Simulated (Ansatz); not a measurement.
# Frequency calculation, with input and output: CHClInNO

CHClInNO, computed with HF/STO-3G, RHF (Ansatz 0.2.0).

The geometry was optimised with HF/STO-3G. Figures and captions count atoms from 1; the log counts them from 0 in places.

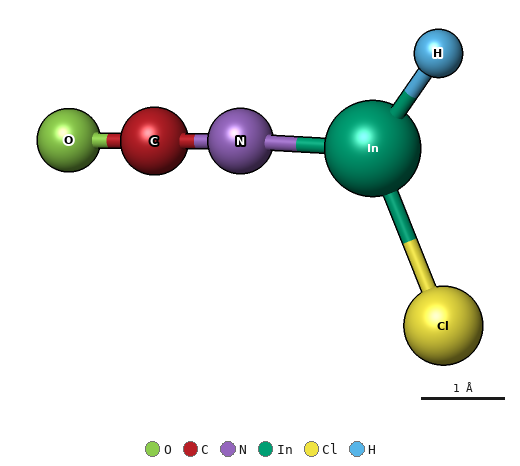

Fig. 1: The structure as given in the input (ball-and-stick view, seen at a tilt). Sticks mark near contacts.

**Input**
```yaml
basis:
  gaussian: {orbitals: STO-3G}
crystal:
  periodic: [false, false, false]
  atoms:
    - {symbol: O, position_ang: [1.566883, -2.516223, 0.564819]}
    - {symbol: C, position_ang: [0.920905, -1.524532, 0.414435]}
    - {symbol: "N", position_ang: [0.266528, -0.526353, 0.273657]}
    - {symbol: In, position_ang: [-0.702302, 1.003558, -0.028837]}
    - {symbol: Cl, position_ang: [-0.398898, 1.767674, -2.178420]}
    - {symbol: H, position_ang: [-1.653117, 1.795876, 0.954345]}
phonons: {temperatures: {t_min: 298.15, t_max: 298.15, t_step: 1}}
hamiltonian: {xc: hf}
```

Run as:
```bash
ansatz run molecule.yaml --threads 1 --pin off --max-ram 3480MiB --events-out events.jsonl --progress --plain --runs-dir runs
```

**Log**
```
Functional definition: HF
  name "HF"
  exchange = exact_x
  correlation = 0
734 factors; integrals over basis functions are off by at most 2.2e-5 eV
mean field evaluation 1: about -171514.0755 eV, gradient 3.2e1 eV
mean field evaluation 2: about -171514.1271 eV, gradient 3.2e1 eV
mean field evaluation 4: about -171517.3286 eV, gradient 3.6e0 eV
mean field evaluation 8: about -171517.3705 eV, gradient 3.1e-4 eV
mean field -171517.36814618 eV, -6303.1470207243 hartree, gradient 8.2e-5 eV, S^2 0.000000; 0 other end points of the search recorded, 0 dependent functions left out
the calculation of the forces begins
reference -171517.36814618 eV, -6303.1470207243 hartree; 44, 44 occupied and 8, 8 virtual orbitals, 734 factors
these checks for a lower state are left out or cut short: stability, starts, cluster_reference, orbital_swaps, neighbouring_geometries, increment
734 factors; integrals over basis functions are off by at most 2.2e-5 eV
mean field evaluation 16: about -171517.3680 eV, gradient 3.9e-4 eV
mean field -171517.36803915 eV, -6303.1470167912 hartree, gradient 3.4e-6 eV, S^2 0.000000; 0 other end points of the search recorded, 0 dependent functions left out
[... from here on the field's lines of each further geometry are left out, up to the last ...]
the calculation of the forces begins
reference -171517.36812475 eV, -6303.1470199369 hartree; 44, 44 occupied and 8, 8 virtual orbitals, 734 factors
these checks for a lower state are left out or cut short: stability, starts, cluster_reference, orbital_swaps, neighbouring_geometries, increment
734 factors; integrals over basis functions are off by at most 2.2e-5 eV
mean field -171517.36812519 eV, -6303.1470199528 hartree, gradient 3.4e-6 eV, S^2 0.000000; 0 other end points of the search recorded, 0 dependent functions left out
the calculation of the forces begins
reference -171517.36812519 eV, -6303.1470199528 hartree; 44, 44 occupied and 8, 8 virtual orbitals, 734 factors
Total energy: -171517.36814618 eV, -6303.1470207243 hartree
Atom 0 at     1.566883    -2.516223     0.564819 Å, force    -0.000114     0.000201    -0.000066 eV/Å
Atom 1 at     0.920905    -1.524532     0.414435 Å, force     0.000074    -0.000155     0.000115 eV/Å
Atom 2 at     0.266528    -0.526353     0.273657 Å, force    -0.000103     0.000223    -0.000109 eV/Å
Atom 3 at    -0.702302     1.003558    -0.028837 Å, force     0.000014    -0.000182     0.000077 eV/Å
Atom 4 at    -0.398898     1.767674    -2.178420 Å, force     0.000006    -0.000020     0.000077 eV/Å
Atom 5 at    -1.653117     1.795876     0.954345 Å, force     0.000124    -0.000067    -0.000093 eV/Å
Dipole moment:    -0.357974     0.169109     0.603482 e Å
Vibrations: 57.93 120.70 201.32 393.26 434.11 497.84 611.77 637.40 670.97 1552.84 2019.99 2611.63 cm⁻¹, zero-point energy 0.608128 eV
```

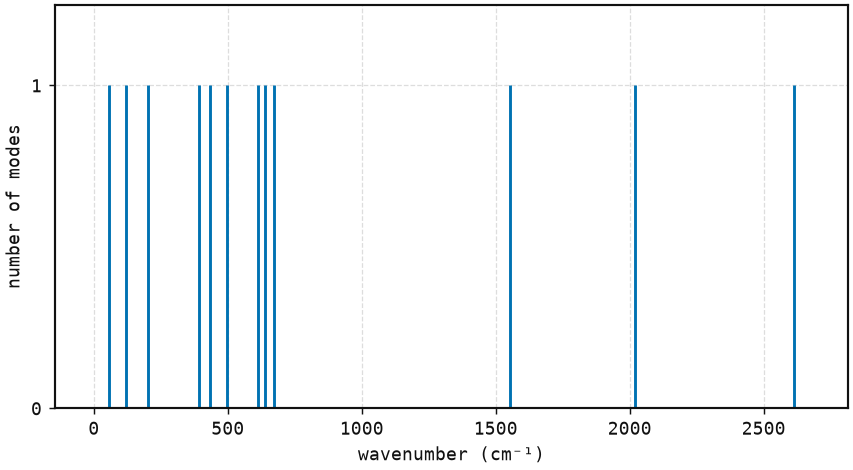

Fig. 2: Harmonic vibrational wavenumbers from the force constants; neighbouring modes closer than 12 cm⁻¹ are counted in one stick. 12 modes from 58 to 2612 cm⁻¹, none imaginary.

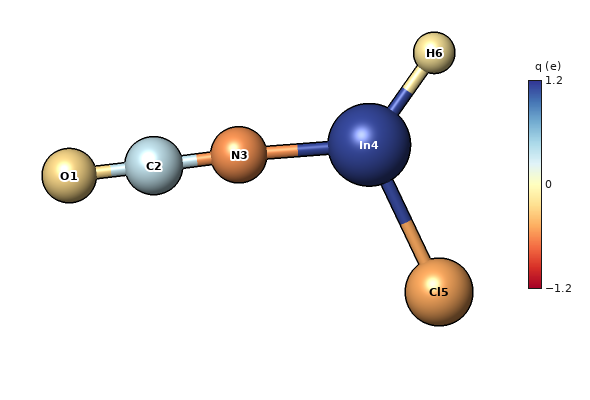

Fig. 3: Mulliken charges, as the colour of each atom (ball-and-stick view, seen on its broad side; atoms are numbered from 1 in the order of the input; Mulliken charges depend strongly on the basis). By element: O −0.26, C +0.36, N −0.57, In +1.12, Cl −0.49 and H −0.17 e.

**Results in brief**

- outcome: converged
- total energy: −6303.147021 hartree
- basis functions: 52
- largest force: 0.000 eV/Å
- zero-point energy: 0.022348 hartree
- dipole moment: 3.47 D
- wavenumbers, lowest and highest: 58 and 2612 cm⁻¹
- hardware: 1 thread of Arm Neoverse V1, 112 GiB of memory available, shared host
- wall time: 56 s
- peak memory: 0.13 GiB
